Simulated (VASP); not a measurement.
Band structure of CdF₂ (fluorite). These are PBE GGA, VASP's PBE PAW potentials (set 64) (plane waves; VASP 6.6.1) values and carry that method's errors.

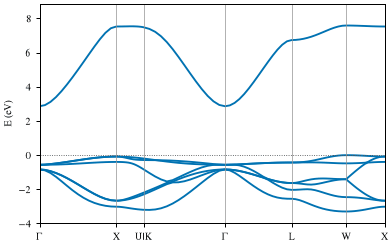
Figure. Bands along high-symmetry lines, zero at the valence-band maximum or, without a gap, the Fermi level

### Question
Read the plot: is there a gap, and where are the band edges?

### Answer
The gap is indirect, 2.86 eV, from the valence maximum at W to the conduction minimum at Γ. (Edges off the drawn lines would not show.)

Measured: gap 7.80 eV (computed value off by -4.94 eV), as given by Giancarlo Cappellini et al., Physical Review B (2013), arXiv:1302.2571.

The compound is CdF2 in the fluorite structure. It was relaxed first, which changed the volume by +6 %.
